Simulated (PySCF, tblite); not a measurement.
# C₁₆H₂₀F₄O: electronic excitations, NMR shifts

Aim: compute the electronic excitations, NMR shifts of C₁₆H₂₀F₄O (`CC[C@H]1CC[C@H](COc2ccc(C(F)(F)F)c(F)c2)CC1`).

Programs: tblite 0.8.0 and PySCF 2.14.0, with routines of our own; each step states its level. All values are computed. Atoms count from 0.

### 1 The system as given

41 atoms, charge 0, multiplicity 1; geometry from: force field, distance geometry or constructed start.

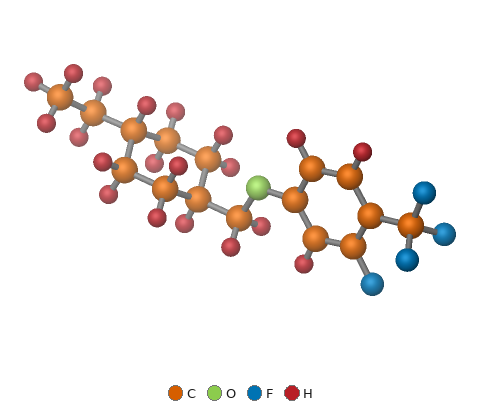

The starting geometry (carbon orange, oxygen green, fluorine blue, hydrogen red).

### 2 Relaxing the molecule with GFN2-xTB

The job: settings as JSON, then the geometry in Å.

```
{"job": {"kind": "relax", "xc": "GFN2-xTB", "basis": "xTB"}, "charge": 0, "multiplicity": 1}
C     -5.568500     0.190000     1.709000
C     -4.953400     0.616000     0.380600
C     -3.412600     0.463500     0.352300
C     -2.968500    -0.991700     0.493800
C     -1.451600    -1.143500     0.384400
C     -0.926500    -0.553000    -0.937300
C      0.603300    -0.701400    -1.051100
O      1.245700     0.013600     0.012400
C      2.610000    -0.023700     0.055000
C      3.170400     0.694600     1.115400
C      4.557900     0.747700     1.280100
C      5.400700     0.078100     0.386200
C      6.891900     0.106200     0.526500
F      7.436900    -1.133500     0.688700
F      7.515700     0.654000    -0.560200
F      7.319200     0.838000     1.598200
C      4.825900    -0.628200    -0.662400
F      5.606200    -1.283300    -1.537500
C      3.441900    -0.686000    -0.834900
C     -1.351700     0.916300    -1.060100
C     -2.873000     1.068000    -0.953800
H     -5.471100    -0.882400     1.879000
H     -5.108500     0.726500     2.556100
H     -6.647600     0.419300     1.709600
H     -5.212200     1.666100     0.208200
H     -5.410400     0.030900    -0.421600
H     -2.997300     1.043000     1.187600
H     -3.277400    -1.393200     1.474100
H     -3.451500    -1.614300    -0.268200
H     -0.976600    -0.646300     1.241500
H     -1.182800    -2.204200     0.443000
H     -1.371800    -1.113800    -1.765600
H      0.928300    -0.304200    -2.018400
H      0.863300    -1.769200    -0.984800
H      2.526000     1.219800     1.811500
H      4.974600     1.317000     2.112500
H      3.061800    -1.259000    -1.680200
H     -1.019800     1.321000    -2.029000
H     -0.878900     1.519500    -0.282600
H     -3.347900     0.577600    -1.815300
H     -3.130300     2.125800    -1.011200
```

Run with:

```bash
$ OMP_NUM_THREADS=1 python large_run.py task.json out
```

One launch serves the whole session: the jobs run in the order shown.

Standard output:

```text
step      E/eV     max force
  0   -1836.77624    1.196
  1   -1836.85375    0.591
  2   -1836.87047    0.320
  3   -1836.87888    0.174
  4   -1836.88377    0.111
  5   -1836.88642    0.095
  6   -1836.88773    0.077
  7   -1836.89013    0.112
  8   -1836.89112    0.111
  9   -1836.89394    0.084
 10   -1836.89626    0.095
 11   -1836.89806    0.080
 12   -1836.89916    0.071
 13   -1836.90024    0.065
 14   -1836.90151    0.088
 15   -1836.90281    0.066
 16   -1836.90376    0.052
 17   -1836.90433    0.037
 18   -1836.90469    0.036
 19   -1836.90499    0.034
 20   -1836.90528    0.038
 21   -1836.90556    0.031
 22   -1836.90584    0.033
 23   -1836.90609    0.027
 24   -1836.90629    0.026
 25   -1836.90646    0.025
 26   -1836.90660    0.023
 27   -1836.90675    0.026
 28   -1836.90687    0.021
 29   -1836.90696    0.014
```

Run time: 1 s. Hardware: 1 thread of Arm Neoverse N1, shared host; peak memory 0.18 GiB.

Step by step:

```
step  energy from step 0 (eV)  largest force (eV/Å)
   0                   0.0000                1.1963
   1                  -0.0775                0.5915
   2                  -0.0942                0.3194
   3                  -0.1026                0.1748
   4                  -0.1075                0.1112
   5                  -0.1102                0.0947
   6                  -0.1115                0.0772
   7                  -0.1139                0.1117
   8                  -0.1149                0.1115
   9                  -0.1177                0.0841
  11                  -0.1218                0.0798
  12                  -0.1229                0.0713
  14                  -0.1253                0.0885
  15                  -0.1266                0.0656
  17                  -0.1281                0.0380
  18                  -0.1285                0.0354
  20                  -0.1290                0.0381
  21                  -0.1293                0.0310
  23                  -0.1299                0.0270
  25                  -0.1302                0.0252
  26                  -0.1304                0.0237
  27                  -0.1305                0.0264
  28                  -0.1306                0.0213
  29                  -0.1307                0.0144
```

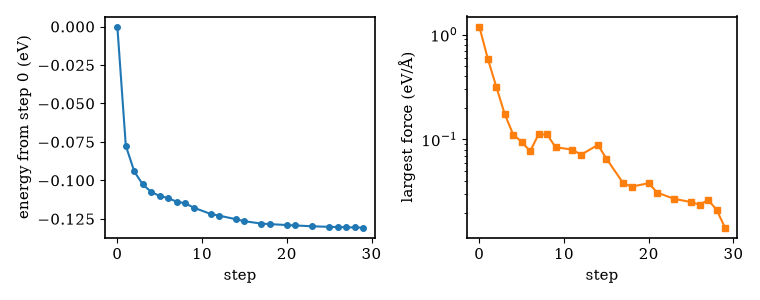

Energy and force, step by step.

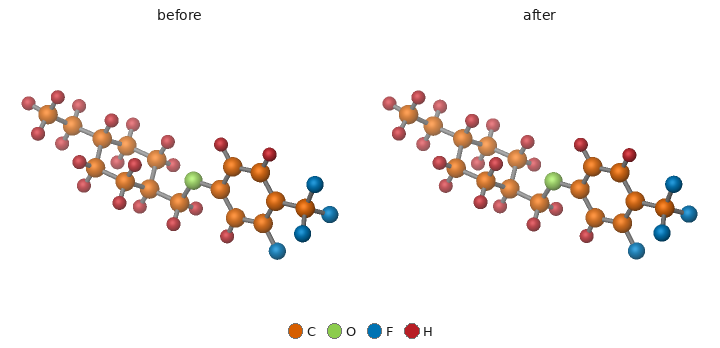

The geometry before (left) and after (right).

Distances of close pairs at the start and the end, largest changes first:

```
   bond  before (Å)  after (Å)  change (Å)
  O7–C8       1.365      1.341      -0.025
C12–F15       1.366      1.342      -0.024
C12–F14       1.368      1.344      -0.024
 C9–C10       1.398      1.375      -0.023
C12–F13       1.364      1.344      -0.020
 C0–H22       1.103      1.088      -0.015
 C0–H23       1.103      1.088      -0.015
  C1–C2       1.549      1.533      -0.015
```

The final coordinates are the input of the step that follows.

### 3 Electronic excitations: TDDFT wB97X-D/6-31G*

The job: settings as JSON, then the geometry in Å.

```
{"job": {"kind": "uv", "basis": "6-31G*", "grid": 1, "kgrid": 0, "vcut": 1.5, "nstates": 6, "ntriplets": 2, "tda": false, "delta": ["ip_vertical"], "pop": true, "xc": "wB97X-D"}, "charge": 0, "multiplicity": 1}
C     -5.553513     0.194738     1.715067
C     -4.921109     0.609547     0.391154
C     -3.394989     0.466165     0.355172
C     -2.949593    -0.991750     0.480269
C     -1.431254    -1.119493     0.394532
C     -0.918113    -0.543990    -0.924214
C      0.596513    -0.710621    -1.057816
O      1.239534    -0.003780    -0.009140
C      2.578493    -0.018937     0.057885
C      3.159037     0.696757     1.113984
C      4.524281     0.743133     1.270381
C      5.362701     0.077207     0.379272
C      6.855703     0.111738     0.527738
F      7.387682    -1.111114     0.691927
F      7.469243     0.650731    -0.539306
F      7.246395     0.834841     1.588728
C      4.779626    -0.629375    -0.664904
F      5.554819    -1.281837    -1.542721
C      3.410505    -0.687873    -0.838613
C     -1.332002     0.922396    -1.035085
C     -2.849466     1.050896    -0.950698
H     -5.443944    -0.872841     1.886798
H     -5.093319     0.728051     2.543893
H     -6.616422     0.425939     1.708299
H     -5.170638     1.655656     0.196474
H     -5.355278     0.014404    -0.415737
H     -2.972186     1.032074     1.193193
H     -3.287022    -1.405031     1.431243
H     -3.406308    -1.575276    -0.323167
H     -0.967664    -0.578113     1.220736
H     -1.145328    -2.171054     0.475602
H     -1.369726    -1.102120    -1.752167
H      0.928550    -0.314552    -2.026737
H      0.858614    -1.775353    -0.999012
H      2.506824     1.210599     1.800666
H      4.956517     1.298211     2.087729
H      3.030355    -1.255276    -1.671220
H     -0.978345     1.337599    -1.981957
H     -0.866784     1.484526    -0.223954
H     -3.301111     0.521691    -1.793833
H     -3.131349     2.102977    -1.028950
```

Level: TDDFT wB97X-D/6-31G*, vertical, gas phase, core orbitals frozen in the response, virtual orbitals cut by energy.

Standard output:

```text
start: PBE on a coarse grid of 33229 points
cycle   1  E = -1094.8244768596  dE =  2.884e+00  |g| = 1.350e+00  |ddm| = 6.341e+00
cycle   2  E = -1093.9972023455  dE =  8.273e-01  |g| = 2.475e+00  |ddm| = 3.736e+00
cycle   3  E = -1095.1612940065  dE = -1.164e+00  |g| = 4.282e-01  |ddm| = 2.630e+00
cycle   4  E = -1095.2033968476  dE = -4.210e-02  |g| = 1.613e-01  |ddm| = 6.267e-01
cycle   5  E = -1095.2094794830  dE = -6.083e-03  |g| = 5.622e-02  |ddm| = 2.245e-01
cycle   6  E = -1095.2102088890  dE = -7.294e-04  |g| = 2.025e-02  |ddm| = 7.766e-02
cycle   7  E = -1095.2103067574  dE = -9.787e-05  |g| = 7.254e-03  |ddm| = 2.688e-02
final grid: 144669 points
cycle   8  E = -1095.9983644748  dE = -1.188e-02  |g| = 1.086e-01  |ddm| = 6.725e-01
cycle   9  E = -1095.9982341789  dE =  1.303e-04  |g| = 1.188e-01  |ddm| = 1.741e-01
cycle  10  E = -1096.0006365163  dE = -2.402e-03  |g| = 1.111e-02  |ddm| = 9.404e-02
cycle  11  E = -1096.0006627280  dE = -2.621e-05  |g| = 5.433e-03  |ddm| = 1.696e-02
cycle  12  E = -1096.0006680364  dE = -5.308e-06  |g| = 1.377e-03  |ddm| = 8.290e-03
cycle  13  E = -1096.0006712562  dE = -3.220e-06  |g| = 2.772e-04  |ddm| = 1.628e-03
cycle  14  E = -1096.0006707927  dE =  4.635e-07  |g| = 1.286e-04  |ddm| = 5.192e-04
cycle  15  E = -1096.0006701247  dE =  6.681e-07  |g| = 3.307e-05  |ddm| = 1.843e-04
converged SCF energy = -1096.0006701247
Vertical ionisation energy (delta-SCF) = 8.5530 eV   <S^2> = 0.778

Static polarisability (au): isotropic 164.271, principal 115.566 153.558 223.690

Singlet excitations
state   eV       nm        f      main configurations
  1   5.4251    228.5   0.02423   H->L+1 0.45, H->L 0.23, H-1->L 0.22
  2   6.0341    205.5   0.25170   H->L 0.60, H->L+1 0.24
  3   7.0427    176.0   0.31236   H-1->L 0.66, H->L+1 0.29
  4   7.1937    172.4   0.85867   H-1->L+1 0.81, H->L 0.14
  5   8.2855    149.6   0.00000   H->L+3 0.28, H-12->L 0.17, H-6->L 0.10
  6   8.3373    148.7   0.00059   H->L+3 0.43, H-12->L 0.11, H->L+4 0.11

Triplet excitations (Tamm-Dancoff, eV): 4.1227 4.5825
```

Wall time 4.9 min (1 thread of Arm Neoverse N1, shared host); peak memory 0.64 GiB.

The orbitals next to the gap, with their largest atomic shares:

```
orbital      eV                         atoms
 HOMO−4  -10.92     C2 16 %, H26 14 %, C3 8 %
 HOMO−3  -10.16     C2 14 %, C3 12 %, C1 12 %
 HOMO−2  -10.08    C2 15 %, C20 14 %, C3 10 %
 HOMO−1   -9.33  C18 37 %, C10 23 %, C16 14 %
   HOMO   -8.50    C11 24 %, C9 22 %, O7 20 %
   LUMO    1.44   C8 26 %, C11 22 %, C10 20 %
 LUMO+1    1.60   C16 29 %, C9 27 %, C10 16 %
 LUMO+2    4.29     H31 12 %, C6 10 %, C5 9 %
 LUMO+3    4.42   H36 15 %, C16 10 %, C18 8 %
```

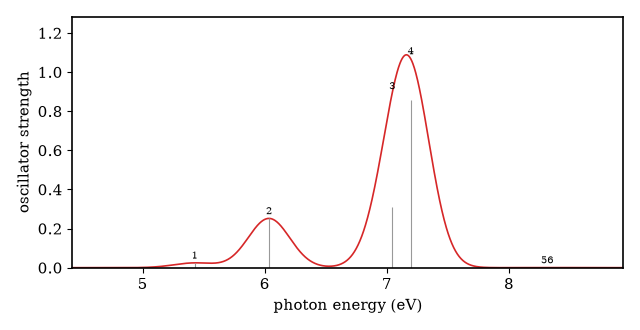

Absorption spectrum from the 6 singlet states computed; above the last one it falls off for lack of states. Lines are broadened to a width of 0.40 eV (Gaussian).

Ground-state properties from the same run:

```
           property  computed
  dipole moment (D)      4.69
polarisability (Å³)     24.34
 HOMO–LUMO gap (eV)      9.94
      −ε(HOMO) (eV)      8.50
```

### 4 NMR shifts: GIAO KT3/pcSseg-1

The job, as its differences from that of step 3:

```diff
@@ -1,2 +1,2 @@
-{"job": {"kind": "uv", "basis": "6-31G*", "grid": 1, "kgrid": 0, "vcut": 1.5, "nstates": 6, "ntriplets": 2, "tda": false, "delta": ["ip_vertical"], "pop": true, "xc": "wB97X-D"}, "charge": 0, "multiplicity": 1}
+{"job": {"kind": "nmr", "xc": "KT3", "basis": "pcSseg-1", "pop": false}, "charge": 0, "multiplicity": 1}
 C     -5.553513     0.194738     1.715067
```

Method: GIAO KT3/pcSseg-1 NMR shielding, non-relativistic, gas phase.

Standard output:

```text
start: PBE on a coarse grid of 33229 points
cycle   1  E = -1094.4072944428  dE =  2.849e+00  |g| = 1.322e+00  |ddm| = 6.235e+00
cycle   2  E = -1093.5776160151  dE =  8.297e-01  |g| = 2.475e+00  |ddm| = 3.343e+00
cycle   3  E = -1094.7177547180  dE = -1.140e+00  |g| = 4.301e-01  |ddm| = 2.498e+00
cycle   4  E = -1094.7579220290  dE = -4.017e-02  |g| = 1.711e-01  |ddm| = 6.102e-01
cycle   5  E = -1094.7644190213  dE = -6.497e-03  |g| = 5.794e-02  |ddm| = 2.191e-01
cycle   6  E = -1094.7651626128  dE = -7.436e-04  |g| = 2.068e-02  |ddm| = 7.800e-02
cycle   7  E = -1094.7652631898  dE = -1.006e-04  |g| = 8.277e-03  |ddm| = 2.672e-02
final grid: 307599 points
cycle   8  E = -1112.1096863973  dE = -3.992e-02  |g| = 3.438e-01  |ddm| = 7.332e-01
cycle   9  E = -1112.0614405368  dE =  4.825e-02  |g| = 6.400e-01  |ddm| = 9.151e-01
cycle  10  E = -1112.1248527131  dE = -6.341e-02  |g| = 9.149e-02  |ddm| = 6.740e-01
cycle  11  E = -1112.1266312904  dE = -1.779e-03  |g| = 2.300e-02  |ddm| = 1.165e-01
cycle  12  E = -1112.1267550010  dE = -1.237e-04  |g| = 8.457e-03  |ddm| = 3.365e-02
cycle  13  E = -1112.1267709605  dE = -1.596e-05  |g| = 2.977e-03  |ddm| = 1.106e-02
cycle  14  E = -1112.1267727297  dE = -1.769e-06  |g| = 7.031e-04  |ddm| = 3.525e-03
cycle  15  E = -1112.1267721431  dE =  5.866e-07  |g| = 3.069e-04  |ddm| = 1.035e-03
cycle  16  E = -1112.1267702643  dE =  1.879e-06  |g| = 4.544e-05  |ddm| = 3.188e-04
converged SCF energy = -1112.1267702643

GIAO shielding tensors (ppm)
atom      isotropic    diamagn.    paramagn.     s11        s22        s33       span
  0 C      169.739     242.421     -72.682    155.955    168.702    184.559     28.604
  1 C      148.862     245.726     -96.864    135.146    142.054    169.386     34.240
  2 C      140.796     248.698    -107.901    126.522    142.385    153.482     26.959
  3 C      149.236     253.704    -104.468    134.832    155.616    157.261     22.429
  4 C      150.824     250.823     -99.998    142.034    152.602    157.837     15.803
  5 C      140.071     255.755    -115.683    131.369    133.488    155.356     23.987
  6 C      109.871     253.266    -143.396     91.327    104.629    133.656     42.329
  7 O      190.194     411.056    -220.862     95.974    220.493    254.115    158.140
  8 C       27.653     248.724    -221.071    -35.941     10.995    107.905    143.846
  9 C       77.810     257.303    -179.493      2.675     69.110    161.645    158.969
 10 C       64.266     254.163    -189.897    -28.665     49.461    172.002    200.667
 11 C       77.483     269.678    -192.195     23.872     58.487    150.089    126.216
 12 C       54.478     246.091    -191.612     48.278     54.197     60.960     12.681
 13 F      228.846     467.171    -238.325    154.318    210.788    321.432    167.114
 14 F      228.705     466.866    -238.161    154.102    210.682    321.332    167.230
 15 F      253.393     470.807    -217.414    177.004    241.056    342.119    165.116
 16 C       24.698     259.175    -234.477    -43.037     33.954     83.177    126.213
 17 F      268.104     473.545    -205.441    184.725    258.127    361.460    176.735
 18 C       91.177     264.066    -172.889     29.228     78.343    165.958    136.730
 19 C      150.551     250.615    -100.064    140.738    153.206    157.709     16.971
 20 C      144.667     252.594    -107.927    135.009    139.312    159.678     24.669
 21 H       30.505      27.983       2.523     25.570     30.566     35.379      9.809
 22 H       31.011      28.692       2.320     26.733     29.493     36.809     10.076
 23 H       30.564      20.583       9.981     25.937     27.706     38.050     12.113
 24 H       30.195      28.505       1.690     24.895     30.423     35.268     10.373
 25 H       30.715      29.453       1.262     26.420     30.879     34.847      8.427
 26 H       30.710      36.311      -5.602     26.876     31.147     34.106      7.230
 27 H       29.514      35.161      -5.646     23.484     30.235     34.824     11.341
 28 H       30.975      35.401      -4.426     26.583     30.863     35.481      8.898
 29 H       29.944      37.412      -7.468     24.888     30.742     34.204      9.316
 30 H       30.001      35.491      -5.490     24.429     30.112     35.461     11.032
 31 H       30.300      37.898      -7.599     26.043     30.295     34.561      8.517
 32 H       27.839      36.950      -9.111     22.486     29.936     31.094      8.609
 33 H       27.830      37.111      -9.281     22.486     29.942     31.061      8.575
 34 H       25.080      37.668     -12.588     20.493     25.438     29.308      8.814
 35 H       24.296      32.937      -8.641     19.726     24.162     29.000      9.274
 36 H       25.365      36.115     -10.750     20.315     24.575     31.206     10.891
 37 H       30.042      35.071      -5.029     24.524     29.977     35.624     11.101
 38 H       29.860      37.077      -7.217     25.002     30.587     33.992      8.990
 39 H       30.646      34.838      -4.192     26.380     30.667     34.892      8.513
 40 H       29.858      33.545      -3.687     24.815     29.534     35.226     10.412
```

Wall time 79 s (1 thread of Arm Neoverse N1, shared host); peak memory 0.64 GiB.

The references, computed at this level on geometries of the same kind, shield at (ppm): 1H TMS 31.76, 13C TMS 184.7, 19F CFCl3 142.4, 17O H2O 330.8. Their shielding less the atom's gives the shift. The references are single molecules in the gas phase, so shifts against H2O, NH3, PH3, H3PO4 or CFCl3 are not on the usual liquid scales and can be off by tens of ppm. Atoms listed in one row are averaged.

```
        atoms                         environment  σ (ppm)  δ (ppm)
          C16    aromatic carbon bearing fluorine     24.7    160.0
           C8      aromatic carbon bearing oxygen     27.7    157.0
          C12                          CF3 carbon     54.5    130.2
          C10                         aromatic CH     64.3    120.4
          C11         substituted aromatic carbon     77.5    107.2
           C9                         aromatic CH     77.8    106.9
          C18                         aromatic CH     91.2     93.5
           C6                 sp3 CH2 bonded to O    109.9     74.8
           C5                    sp3 CH in a ring    140.1     44.6
           C2                    sp3 CH in a ring    140.8     43.9
      C3, C20                   sp3 CH2 in a ring    147.0     37.7
           C1                             sp3 CH2    148.9     35.8
      C4, C19                   sp3 CH2 in a ring    150.7     34.0
           C0                       methyl carbon    169.7     14.9
          H35          hydrogen on an aromatic CH    24.30     7.46
          H34          hydrogen on an aromatic CH    25.08     6.68
          H36          hydrogen on an aromatic CH    25.37     6.39
     H32, H33  hydrogen on an sp3 CH2 bonded to O    27.83     3.92
     H27, H40    hydrogen on an sp3 CH2 in a ring    29.69     2.07
     H29, H38    hydrogen on an sp3 CH2 in a ring    29.90     1.85
     H30, H37    hydrogen on an sp3 CH2 in a ring    30.02     1.73
          H31     hydrogen on an sp3 CH in a ring    30.30     1.46
     H24, H25              hydrogen on an sp3 CH2    30.46     1.30
H21, H22, H23         hydrogen on a methyl carbon    30.69     1.06
          H26     hydrogen on an sp3 CH in a ring    30.71     1.05
     H28, H39    hydrogen on an sp3 CH2 in a ring    30.81     0.95
           O7                        ether oxygen    190.2    140.6
F13, F14, F15             fluorine of a CF3 group    237.0    -94.6
          F17                       aryl fluorine    268.1   -125.7
```

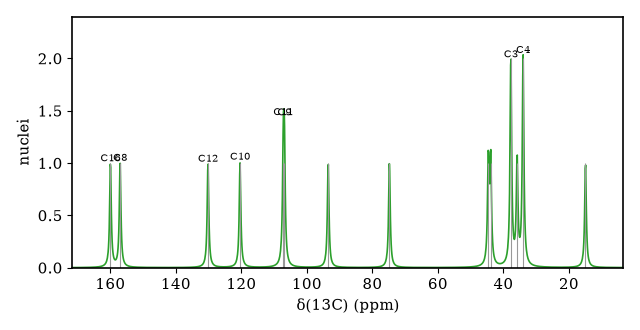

13C lines at the computed shifts, without couplings. Lines are broadened to a width of 0.58 ppm (Lorentzian).

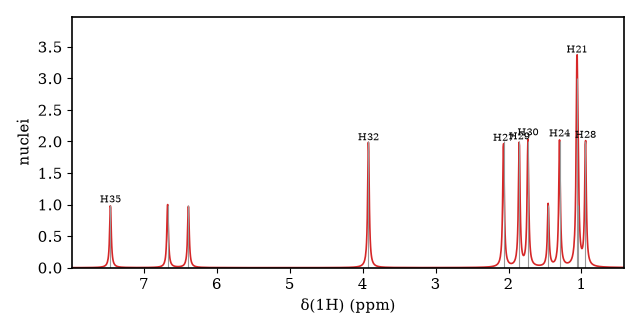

1H lines at the computed shifts, without couplings. Lines are broadened to a width of 0.03 ppm (Lorentzian).

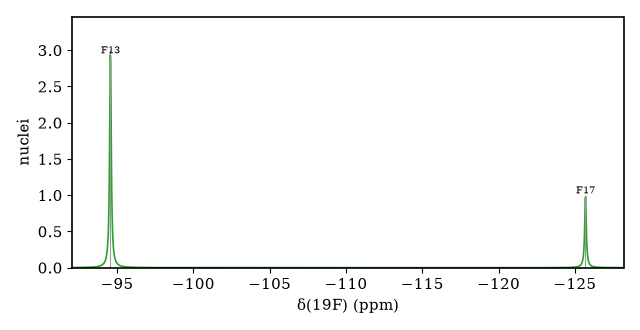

19F lines at the computed shifts, without couplings. Lines are broadened to a width of 0.12 ppm (Lorentzian).

Ring of atoms C2, C3, C4, C5, C19, C20: NICS(0) -2.4, NICS(1) -2.3, NICS(1)zz 3.1 ppm (means of both faces). The ring holds saturated atoms, so no π current runs round it: these values come from its σ bonds, any local π bonds and neighbouring rings, and say nothing of aromaticity.

Ring of atoms C8, C9, C10, C11, C16, C18: NICS(0) -10.9, NICS(1) -10.4, NICS(1)zz -23.1 ppm (means of both faces).

### 5 Results

```
                                                                quantity                                                                                         value
                                         lowest singlet (wB97X-D/6-31G*)                                                                   5.43 eV (229 nm), f = 0.024
                                brightest single state of those computed                                                                   state 4, 7.19 eV, f = 0.859
                                                          lowest triplet                                                                                       4.12 eV
                                       vertical ionisation energy (ΔSCF)                                                                                       8.55 eV
  13C shifts against TMS (KT3/pcSseg-1, means over atoms taken as alike)  160.0, 157.0, 130.2, 120.4, 107.2, 106.9, 93.5, 74.8, 44.6, 43.9, 37.7, 35.8, 34.0, 14.9 ppm
   1H shifts against TMS (KT3/pcSseg-1, means over atoms taken as alike)                    7.46, 6.68, 6.39, 3.92, 2.07, 1.85, 1.73, 1.46, 1.30, 1.06, 1.05, 0.95 ppm
                                   17O shifts against H2O (KT3/pcSseg-1)                                                                                     140.6 ppm
19F shifts against CFCl3 (KT3/pcSseg-1, means over atoms taken as alike)                                                                             -94.6, -125.7 ppm
```

**Reading.** The lowest singlet, at 5.43 eV, is HOMO→LUMO+1 0.45, HOMO→LUMO 0.23 and is weak; of the 6 states computed, the strongest absorption comes from state 4 at 7.19 eV. The lowest triplet lies 1.30 eV below the lowest singlet (triplets in Tamm-Dancoff, singlets in full TDDFT). The basis of wB97X-D/6-31G* has no diffuse functions, so Rydberg states are missing and the high states are unreliable. At wB97X-D/6-31G*, the highest states lie near or above the ionisation energy, where they hang on the basis. ΔSCF puts the ionisation energy at 8.55 eV, 0.05 eV above −ε(HOMO). At KT3/pcSseg-1: The widest tensor belongs to C10: span 201 ppm, with a paramagnetic part of -190 ppm. NICS(1)zz of -23 ppm above the planar ring from C8 marks a diatropic (aromatic) ring current.
